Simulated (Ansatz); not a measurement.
# Work function of Sr(111): what the settings cost and change

How thick a slab and how much vacuum does the work function of Sr(111) need?

Method: plane-wave DFT, PBE, Ansatz PAW, in Ansatz 0.2.0.

### Step 1. Set-up

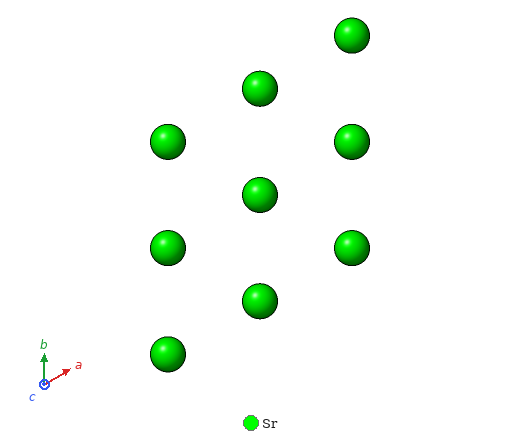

The cell as given, from above (strontium green). 3×3×1 cells are drawn.

The cell holds 1 atom: 1 Sr. Cell: a = 4.299 Å, b = 4.299 Å, c = 18.000 Å, α = 90.0°, β = 90.0°, γ = 60.0°. Vacuum lies along c.

### Step 2. Run, setting 1 layer

A work function rests on the faint tail of the density, so the SCF threshold is tight. The slab grows from one layer, at fixed mesh and 18 Å of vacuum; then the vacuum is varied on one slab.

input.yaml reads:

```yaml
crystal:
  lattice:
    - [4.2992092296, 0.0, 0.0]
    - [2.1496046148, 3.723224409, 0.0]
    - [0.0, 0.0, 18.0]
  atoms:
    - { symbol: Sr, position: [0.6666666667, 0.6666666667, 0.5] }
kpoints:
  mp_grid: { grid: [11, 11, 1] }
hamiltonian:
  xc: pbe
scf:
  occupations: { method: fermi_dirac, width: 0.1 }
  convergence: { dr2_threshold: 1.0e-09 }
efield:
  axis: 3
  dipole_correction: true
  ramp_position: 0.97
  ramp_width: 0.06
output:
  write_potential: true
  write_density: true
  volumetric_format: npy
  elf: true
```

Started as:

```bash
$ ansatz run input.yaml --threads 2 --pin off --max-ram 3072MiB --backend cpu --events-out ev --progress --plain --runs-dir out
```

Numbers of over 12 decimals in the logs are rounded to 6 here.

Output:

```text
Engine: ansatz 0.2.0, aarch64-unknown-linux-gnu
Pseudopotentials: kind: paw
Pseudopotential: Sr, paw, valence charge 10, recommended cutoff 420 eV (normal), Sr.paw.azcp
Functional definition: PBE
  parameter kappa = 0.804
  parameter beta = 0.066725
  exchange = pbe_x(kappa = kappa, mu = beta*pi^2/3)
  correlation = pbe_c(beta = beta)
Crystal: 1 atoms, lattice volume = 288.125 Å³
Basis set: ecut = 420 eV, 5599 PW (Γ)
Bands: 9, of which v1, the nominal top of the filled ones, is band 5 counted from 1 (4 counted from 0)
Symmetry: 12 space group operations
k-points: 16 of 121
Non-local potential: Sr, projectors of the file, l = 0: 3, l = 1: 2, l = 2: 2
PAW form: soft (Blöchl's): semilocal exchange-correlation on the pseudo side does not see the compensation charge
PAW one-centre angular grid: Sr, 110 points (default); XC on 64 Gauss nodes
Initial density: superposition of atomic densities (neutral atoms: chi_scale 0, normalization atom), corrected by the library's trained network
Initial wavefunctions: pseudopotential atomic-orbital guess
Functional: x = pbe(κ = 0.804, μ = 0.219515), c = pbe(β = 0.066725)
SCF iter   1: F=—  HF=-3543.546789 eV  |F-HF|=—  |Δ(HF+E_count)|=         —  Δρ=1.05e-3  dr2=1.05e-2  ethr=1.77e-3  p=-0.000 e·Å  D=-2.54e-17 V/Å  ΔV_dip=0.00 eV  dr2_dipole=1.67e-10  V_vac-E_F(+/−)=2.74/2.74 eV  ⟨swp⟩=10.3  Hψ=1581  notcnv=0
efield: sawtooth ramp at fractional position 0.9700 (set: `efield.ramp_position`, or a place that a band, a saddle search or an elastic batch's reference lends), width 0.0600; the density the first Hamiltonian is built on has a dipole p = -0.000 e·Å; the dipole correction subtracts the counter field D = -2.54e-17 V/Å, which shifts the + side's vacuum level by +0.00 eV against the − side's; the planar-averaged density in the ramp window peaks in size at 9.2e-6 e/Å³
preconditioner: auto → LDOS  [insulator: Δε(μ)=0.270 eV  Ē_g=2.552 eV  σ=0.100 eV  W_gap=0.52  n_scr=8 (ndim 8)  ℏωp=3.1 eV  f_vac=0.642  D(μ)=1.21/eV (n_scr^D=4)  ε∞_Penn≈2.5  β→1.0]
SCF iter   2: F=—  HF=-3543.546667 eV  |F-HF|=—  |Δ(HF+E_count)|=   1.22e-4  Δρ=3.87e-4  dr2=5.52e-4  ethr=1.05e-4  p=-0.000 e·Å  D=-9.73e-7 V/Å  ΔV_dip=0.00 eV  dr2_dipole=7.59e-10  V_vac-E_F(+/−)=2.65/2.65 eV  ⟨swp⟩=2.7  Hψ=374  notcnv=0
SCF iter   3: F=—  HF=-3543.546856 eV  |F-HF|=—  |Δ(HF+E_count)|=   1.89e-4  Δρ=1.15e-4  dr2=1.21e-4  ethr=5.52e-6  p=0.000 e·Å  D=6.36e-7 V/Å  ΔV_dip=-0.00 eV  dr2_dipole=5.96e-10  V_vac-E_F(+/−)=2.63/2.63 eV  ⟨swp⟩=2.4  Hψ=233  notcnv=0
SCF iter   4: F=—  HF=-3543.546893 eV  |F-HF|=—  |Δ(HF+E_count)|=   3.70e-5  Δρ=2.74e-5  dr2=8.88e-6  ethr=1.21e-6  p=-0.000 e·Å  D=-7.99e-7 V/Å  ΔV_dip=0.00 eV  dr2_dipole=3.62e-10  V_vac-E_F(+/−)=2.61/2.61 eV  ⟨swp⟩=2.2  Hψ=193  notcnv=0
SCF iter   5: F=—  HF=-3543.546898 eV  |F-HF|=—  |Δ(HF+E_count)|=   5.36e-6  Δρ=1.57e-5  dr2=8.93e-7  ethr=8.88e-8  p=0.000 e·Å  D=4.84e-7 V/Å  ΔV_dip=-0.00 eV  dr2_dipole=6.15e-10  V_vac-E_F(+/−)=2.60/2.60 eV  ⟨swp⟩=2.4  Hψ=255  notcnv=0
SCF iter   6: F=—  HF=-3543.546758 eV  |F-HF|=—  |Δ(HF+E_count)|=   1.40e-4  Δρ=3.56e-6  dr2=5.97e-8  ethr=8.93e-9  p=-0.000 e·Å  D=-5.05e-7 V/Å  ΔV_dip=0.00 eV  dr2_dipole=1.46e-10  V_vac-E_F(+/−)=2.60/2.60 eV  ⟨swp⟩=2.5  Hψ=238  notcnv=0
SCF iter   7: F=—  HF=-3543.546758 eV  |F-HF|=—  |Δ(HF+E_count)|=   1.15e-7  Δρ=9.45e-7  dr2=4.39e-9  ethr=5.97e-10  p=0.000 e·Å  D=4.62e-7 V/Å  ΔV_dip=-0.00 eV  dr2_dipole=2.95e-10  V_vac-E_F(+/−)=2.60/2.60 eV  ⟨swp⟩=2.8  Hψ=242  notcnv=0
SCF iter   8: F=-3543.546758 eV  HF=-3543.546758 eV  |F-HF|=3.23e-11  |Δ(HF+E_count)|=  4.72e-10  Δρ=3.31e-7  dr2=4.96e-10  ethr=1.00e-11  p=-0.000 e·Å  D=-2.29e-7 V/Å  ΔV_dip=0.00 eV  dr2_dipole=4.81e-11  V_vac-E_F(+/−)=2.60/2.60 eV  ⟨swp⟩=5.1  Hψ=643  notcnv=0
SCF 1 converged in 8 iterations: F = -3543.546758 eV  dr2 = 4.96e-10
  greatest PAW one-centre occupation: 0.988 electrons in one spin orbital (limit 2), on the Sr atom at site 0 (counted from 0), in its partial waves of l = 0
WARN: The output density's exchange-correlation potential varies sharply where the density is thin. Do not read a vacuum level from v_tot or v_xc, or from such a field of the output density. On a cell that repeats whose density bears no net charge and no dipole along the vacuum's axis use v_es (v_loc + v_h of the components); under efield.dipole_correction with no amplitude use v_es + v_field, which holds any externa [...]
SCF converged after 8 iterations
Free energy (F): -3543.546758 eV
Harris-Foulkes:  -3543.546758 eV  (|F-HF|=3.23e-11)
Internal energy: -3543.499767 eV  (E = F + TS)
E sigma→0 (E₀):  -3543.523262 eV
Entropy (-TS):   -0.046991 eV (-46.991 meV/atom)
Fermi energy:    -0.966144 eV
Dipole field:    D = 0.000008 V/Å  (p = 0.000012 e·Å, saw-weighted, corrected)
Work function:   Φ+ = 2.5995 eV   Φ− = 2.5997 eV
Levels:          The Fermi level and band energies are counted from a zero that moves with the ramp; work functions are not
--- Per-component energies (eV) ---
  E_band       = -202.556417
  E_kinetic    = 239.751776
  E_local      = -2080.723854  (includes V_loc(G=0)·N_el)
  E_nonlocal   = 203.286103
  E_hartree    = 816.814254
  E_xc         = -170.097781
  E_vxc        = -157.725021  (∫ρ·V_xc dr)
  E_paw        = -2694.756947  (= ΣΔE_a)
  E_vpaw       = -40.774186  (= ΣTr[D̂ρ^β])
  E_aug_tail   = -0.000001  (compensation charges beyond the density's cutoff)
  E_efield     = 0.000000  (sawtooth field / dipole correction)
  E_vefield    = 0.000000  (∫n·V_field dr)
  E_ewald      = 142.226683
  E_smearing   = -0.046991  (= −TS)
  E_closure    = 0.000000  (closes the sum)
  Σ components = -3543.546758   (vs F -3543.546758, Δ=0.00e0)
--- Band table (eV; the first three rows and the last of 16) ---
  k-point 0: bands = ["-38.3186", "-20.4055", "-20.1503", "-20.1503", "-3.7599", "-0.9523", "-0.1895", "1.1030", "1.1030"]
  k-point 1: bands = ["-38.3180", "-20.4042", "-20.1610", "-20.1529", "-3.6404", "-0.9117", "-0.1125", "0.9231", "1.2105"]
  k-point 2: bands = ["-38.3163", "-20.4005", "-20.1896", "-20.1597", "-3.2943", "-0.7996", "0.0986", "0.5256", "1.5262"]
  k-point 15: bands = ["-38.3097", "-20.3865", "-20.2550", "-20.2293", "-0.7417", "-0.6294", "0.0698", "0.5343", "0.5583"]
```

Elapsed: 3.4 s, on 2 threads of Arm Neoverse V2, shared host; peak memory 0.42 GiB; 6.4 s of CPU time.

In the SCF lines HF is the Harris–Foulkes energy and dr2 the Hartree energy of the density residual, in eV; the loop may stop once dr2 is under the threshold and the program's other checks hold. Hψ counts applications of the Hamiltonian.

Numbers from this step:

```
energy at zero smearing   : -3543.5233 eV
work function, upper face : 2.600 eV
```

Running mean over 3.51 Å of the planar mean; the ramp of the sawtooth is left out. The electron's electrostatic potential energy less the Fermi level by z:

```
z (Å)  electron's electrostatic potential energy less the Fermi level (eV)
    3                                                                 2.60
    4                                                                 2.58
    5                                                                 2.51
    6                                                                 2.14
    7                                                               0.0528
    8                                                                -3.74
    9                                                                -4.40
   10                                                                -3.74
   11                                                               0.0529
   12                                                                 2.14
   13                                                                 2.51
   14                                                                 2.58
   15                                                                 2.60
```

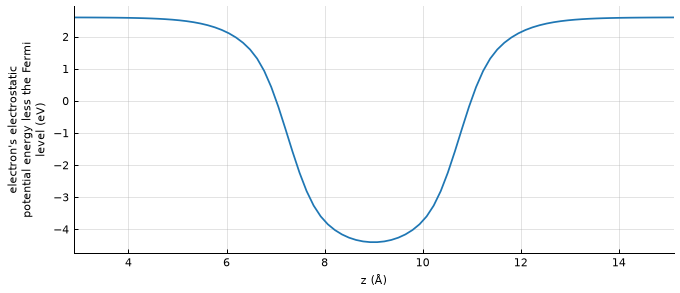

Electron's electrostatic potential energy less the Fermi level, plotted against z.

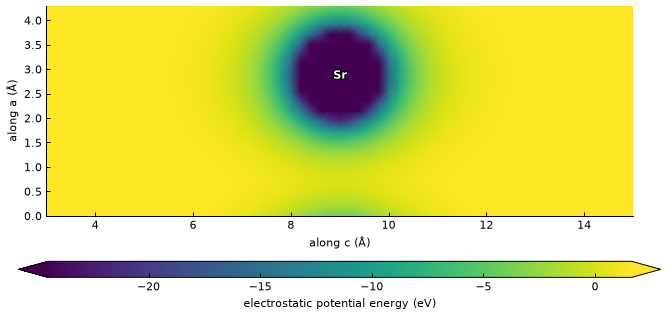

Electrostatic potential energy in the ca plane at fractional y = 0.667, with atoms of Sr within 0.2 Å of it. With pseudopotentials it is smooth inside the atoms' cores, unlike the true potential. The far vacuum is left out of the map.

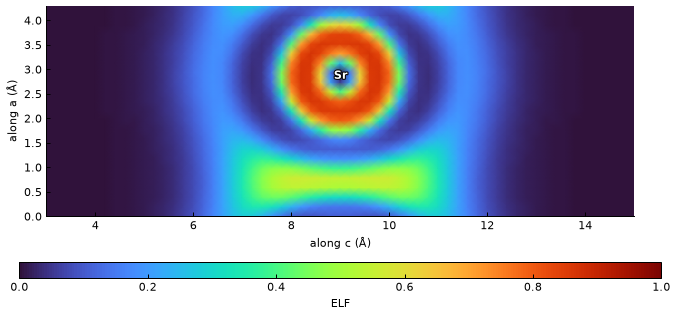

ELF in the ca plane at fractional y = 0.667, with atoms of Sr within 0.2 Å of it. It is the smooth field of the valence electrons, not physical close to the nuclei. The far vacuum is left out of the map.

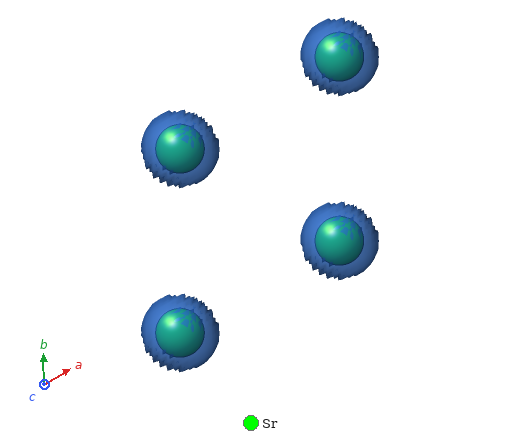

Surface of ELF = 0.79. 2×2×1 cells are drawn.

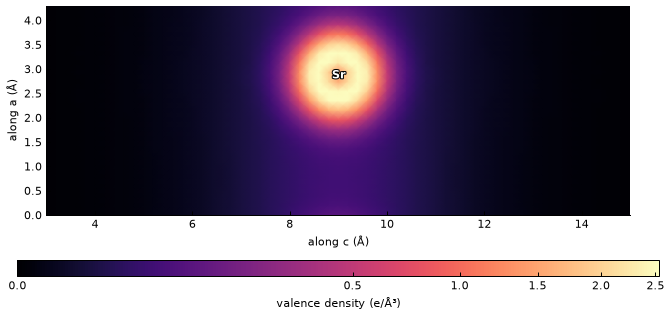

Valence density in the ca plane at fractional y = 0.667, with atoms of Sr within 0.2 Å of it. It is the smooth field of the valence electrons, not physical close to the nuclei. The colour scale is stretched toward low values. The far vacuum is left out of the map.

The work function is 2.600 eV.

### Step 3. Run, 2 atoms

System of this step: Sr(111). The cell holds 2 atoms: 2 Sr. Its edges and angles: a = 4.299 Å, b = 4.299 Å, c = 21.510 Å, α = 90.0°, β = 90.0°, γ = 60.0°. Vacuum lies along c.

input.yaml, the sections that differ from step 2:

```yaml
crystal:
  lattice:
    - [4.2992092296, 0.0, 0.0]
    - [2.1496046148, 3.723224409, 0.0]
    - [0.0, 0.0, 21.5102896367]
  atoms:
    - { symbol: Sr, position: [0.6666666667, 0.6666666667, 0.4184044079] }
    - { symbol: Sr, position: [0.0, 0.0, 0.5815955921] }
output:
  write_potential: true
  write_density: true
  volumetric_format: npy
# kpoints, hamiltonian, scf, efield: as in step 2
```

Output:

```text
[...]
Crystal: 2 atoms, lattice volume = 344.314 Å³
Basis set: ecut = 420 eV, 6701 PW (Γ)
Bands: 14, of which v1, the nominal top of the filled ones, is band 10 counted from 1 (9 counted from 0)
Symmetry: 6 space group operations
k-points: 16 of 121 (time reversal used)
[...]
k-point 0: bands = [... 6 lower, -18.8755, -18.8755, -3.2801, -2.1374, -0.0025, 0.5268, 1.4050, 2.1147]
  k-point 1: bands = [... 6 lower, -18.8863, -18.8777, -3.1653, -2.0210, 0.0237, 0.5802, 1.4451, 1.9120]
  k-point 2: bands = [... 6 lower, -18.8985, -18.8838, -2.8329, -1.6875, 0.0951, 0.7043, 1.3857, 1.6176]
  k-point 15: bands = [... 6 lower, -18.9615, -18.9515, -0.2117, -0.1896, 0.2188, 0.6916, 0.8368, 1.0674]
[key lines of the parts left out:]
SCF converged after 8 iterations
Free energy (F): -7087.813093 eV
Fermi energy:    -0.059468 eV
Dipole field:    D = -0.000000 V/Å  (p = -0.000000 e·Å, saw-weighted, corrected)
Work function:   Φ+ = 2.6682 eV   Φ− = 2.6682 eV
```

It took 5 s on 2 threads; peak memory 0.44 GiB.

The work function is 2.668 eV, +0.069 eV from the run “1 layer”, at 1.5 times its CPU time.

### Step 4. Slab, 3 atoms

System of this step: Sr(111). The cell holds 3 atoms: 3 Sr. Its edges and angles: a = 4.299 Å, b = 4.299 Å, c = 25.021 Å, α = 90.0°, β = 90.0°, γ = 60.0°. Vacuum lies along c.

input.yaml, the sections that differ from step 3:

```yaml
crystal:
  lattice:
    - [4.2992092296, 0.0, 0.0]
    - [2.1496046148, 3.723224409, 0.0]
    - [0.0, 0.0, 25.0205792733]
  atoms:
    - { symbol: Sr, position: [0.3333333333, 0.3333333333, 0.3597039022] }
    - { symbol: Sr, position: [0.6666666667, 0.6666666667, 0.5] }
    - { symbol: Sr, position: [0.0, 0.0, 0.6402960978] }
# kpoints, hamiltonian, scf, efield, output: as in step 3
```

Output:

```text
[...]
Crystal: 3 atoms, lattice volume = 400.502 Å³
Basis set: ecut = 420 eV, 7769 PW (Γ)
Bands: 19, of which v1, the nominal top of the filled ones, is band 15 counted from 1 (14 counted from 0)
Symmetry: 6 space group operations
k-points: 16 of 121 (time reversal used)
[...]
k-point 1: bands = [... 11 lower, -17.8822, -2.6503, -1.9853, -1.0006, 0.6983, 1.1242, 1.6799, 2.4306, ... 4 higher]
  k-point 2: bands = [... 11 lower, -17.8892, -2.3181, -1.6609, -0.6769, 0.7445, 1.2408, 1.7209, 2.1106, ... 4 higher]
  k-point 15: bands = [... 11 lower, -17.9478, 0.2994, 0.4523, 0.6114, 0.8980, 0.9254, 1.2358, 1.4626, ... 4 higher]
[key lines of the parts left out:]
SCF converged after 9 iterations
Free energy (F): -10632.044737 eV
Fermi energy:    0.617772 eV
Dipole field:    D = -0.000000 V/Å  (p = -0.000001 e·Å, saw-weighted, corrected)
Work function:   Φ+ = 2.7025 eV   Φ− = 2.7025 eV
```

It took 10 s on 2 threads; peak memory 0.53 GiB.

The work function is 2.702 eV, +0.034 eV from the run “2 layers”, at 2.0 times its CPU time.

### Step 5. Slab, 4 atoms

System of this step: Sr(111). The cell holds 4 atoms: 4 Sr. Cell: a = 4.299 Å, b = 4.299 Å, c = 28.531 Å, α = 90.0°, β = 90.0°, γ = 60.0°. Vacuum lies along c.

input.yaml, the sections that differ from step 4:

```yaml
crystal:
  lattice:
    - [4.2992092296, 0.0, 0.0]
    - [2.1496046148, 3.723224409, 0.0]
    - [0.0, 0.0, 28.53086891]
  atoms:
    - { symbol: Sr, position: [0.0, 0.0, 0.315447806] }
    - { symbol: Sr, position: [0.3333333333, 0.3333333333, 0.438482602] }
    - { symbol: Sr, position: [0.6666666667, 0.6666666667, 0.561517398] }
    - { symbol: Sr, position: [0.0, 0.0, 0.684552194] }
# kpoints, hamiltonian, scf, efield, output: as in step 4
```

Output:

```text
[...]
Crystal: 4 atoms, lattice volume = 456.691 Å³
Basis set: ecut = 420 eV, 8933 PW (Γ)
Bands: 24, of which v1, the nominal top of the filled ones, is band 20 counted from 1 (19 counted from 0)
Symmetry: 6 space group operations
k-points: 16 of 121 (time reversal used)
[...]
k-point 1: bands = [... 16 lower, -2.1995, -1.7661, -1.0782, -0.2868, 1.2171, 1.5516, 1.9895, 2.5302, ... 4 higher]
  k-point 2: bands = [... 16 lower, -1.8663, -1.4415, -0.7616, 0.0327, 1.2491, 1.6563, 2.0497, 2.4636, ... 4 higher]
  k-point 15: bands = [... 16 lower, 0.7981, 0.8955, 1.0732, 1.0858, 1.2849, 1.5218, 1.5755, 1.6944, ... 4 higher]
[key lines of the parts left out:]
SCF converged after 9 iterations
Free energy (F): -14176.285126 eV
Fermi energy:    1.142025 eV
Dipole field:    D = -0.000000 V/Å  (p = -0.000001 e·Å, saw-weighted, corrected)
Work function:   Φ+ = 2.7070 eV   Φ− = 2.7070 eV
```

The job ended after 14 s (2 threads; peak memory 0.6 GiB; 27 s of CPU time).

The work function is 2.707 eV, +0.005 eV from the run “3 layers”, at 1.3 times its CPU time.

### Step 6. Slab, 5 atoms

System of this step: Sr(111). The cell holds 5 atoms: 5 Sr. Cell: a = 4.299 Å, b = 4.299 Å, c = 32.041 Å, α = 90.0°, β = 90.0°, γ = 60.0°. Vacuum lies along c.

input.yaml, the sections that differ from step 5:

```yaml
crystal:
  lattice:
    - [4.2992092296, 0.0, 0.0]
    - [2.1496046148, 3.723224409, 0.0]
    - [0.0, 0.0, 32.0411585467]
  atoms:
    - { symbol: Sr, position: [0.6666666667, 0.6666666667, 0.2808887196] }
    - { symbol: Sr, position: [0.0, 0.0, 0.3904443598] }
    - { symbol: Sr, position: [0.3333333333, 0.3333333333, 0.5] }
    - { symbol: Sr, position: [0.6666666667, 0.6666666667, 0.6095556402] }
    - { symbol: Sr, position: [0.0, 0.0, 0.7191112804] }
# kpoints, hamiltonian, scf, efield, output: as in step 5
```

Output:

```text
[...]
Crystal: 5 atoms, lattice volume = 512.880 Å³
Basis set: ecut = 420 eV, 9989 PW (Γ)
Bands: 30, of which v1, the nominal top of the filled ones, is band 25 counted from 1 (24 counted from 0)
Symmetry: 6 space group operations
k-points: 16 of 121 (time reversal used)
[...]
k-point 0: bands = [... 21 lower, -1.6370, -1.1445, -0.5082, 0.1278, 1.6162, 1.8564, 2.2315, 2.6649, ... 6 higher]
  k-point 1: bands = [... 21 lower, -1.5241, -1.0339, -0.3985, 0.2416, 1.6238, 1.8910, 2.2630, 2.6763, ... 6 higher]
  k-point 2: bands = [... 21 lower, -1.1977, -0.7165, -0.0875, 0.5602, 1.6462, 1.9830, 2.3353, 2.6656, ... 6 higher]
  k-point 15: bands = [... 21 lower, 1.2459, 1.3827, 1.4613, 1.5372, 1.7257, 1.7430, 1.9324, 2.0665, ... 6 higher]
[key lines of the parts left out:]
SCF converged after 9 iterations
Free energy (F): -17720.527493 eV
Fermi energy:    1.553546 eV
Dipole field:    D = -0.000000 V/Å  (p = -0.000001 e·Å, saw-weighted, corrected)
Work function:   Φ+ = 2.7078 eV   Φ− = 2.7078 eV
```

It took 20 s on 2 threads; peak memory 0.72 GiB.

The work function is 2.708 eV, +0.001 eV from the run “4 layers”, at 1.5 times its CPU time.

### Step 7. Run, 6 atoms

System of this step: Sr(111). The cell holds 6 atoms: 6 Sr. Cell: a = 4.299 Å, b = 4.299 Å, c = 35.551 Å, α = 90.0°, β = 90.0°, γ = 60.0°. Vacuum lies along c.

input.yaml, the sections that differ from step 6:

```yaml
crystal:
  lattice:
    - [4.2992092296, 0.0, 0.0]
    - [2.1496046148, 3.723224409, 0.0]
    - [0.0, 0.0, 35.5514481834]
  atoms:
    - { symbol: Sr, position: [0.3333333333, 0.3333333333, 0.2531542443] }
    - { symbol: Sr, position: [0.6666666667, 0.6666666667, 0.3518925466] }
    - { symbol: Sr, position: [0.0, 0.0, 0.4506308489] }
    - { symbol: Sr, position: [0.3333333333, 0.3333333333, 0.5493691511] }
    - { symbol: Sr, position: [0.6666666667, 0.6666666667, 0.6481074534] }
    - { symbol: Sr, position: [0.0, 0.0, 0.7468457557] }
# kpoints, hamiltonian, scf, efield, output: as in step 6
```

Output:

```text
[...]
Crystal: 6 atoms, lattice volume = 569.069 Å³
Basis set: ecut = 420 eV, 11093 PW (Γ)
Bands: 36, of which v1, the nominal top of the filled ones, is band 30 counted from 1 (29 counted from 0)
Symmetry: 6 space group operations
k-points: 16 of 121 (time reversal used)
[...]
k-point 0: bands = [... 26 lower, -1.0413, -0.5493, 0.0141, 0.5361, 1.9460, 2.1395, 2.4609, 2.8188, ... 8 higher]
  k-point 1: bands = [... 26 lower, -0.9303, -0.4402, 0.1233, 0.6506, 1.9511, 2.1687, 2.4917, 2.8358, ... 8 higher]
  k-point 2: bands = [... 26 lower, -0.6105, -0.1287, 0.4310, 0.9698, 1.9668, 2.2488, 2.5689, 2.8556, ... 8 higher]
  k-point 15: bands = [... 26 lower, 1.6337, 1.7441, 1.8300, 1.8592, 1.9992, 2.1225, 2.1339, 2.3126, ... 8 higher]
[key lines of the parts left out:]
SCF converged after 9 iterations
Free energy (F): -21264.769631 eV
Fermi energy:    1.883175 eV
Dipole field:    D = -0.000000 V/Å  (p = -0.000001 e·Å, saw-weighted, corrected)
Work function:   Φ+ = 2.7081 eV   Φ− = 2.7081 eV
```

Wall time 27 s (2 threads); peak memory 0.83 GiB; 53 s of CPU time.

The work function is 2.708 eV, +0.000 eV from the run “5 layers”, at 1.4 times its CPU time.

[end of part 1 of 2]

[Logs are printed without paths, hosts, clocks, repeated set-up lines and the standing remarks that a program may print on its own settings, such as how far it seeks lower states.]

[Hosts, paths, dates, database ids (printed as entryN), source tags and the programs' standing remarks are cut or masked in the printed files.]

[Maps of the electrostatic potential energy from Ansatz leave out the sawtooth potential of an applied field or a dipole correction, so their vacuum need not be flat; planar profiles and work functions include it.]
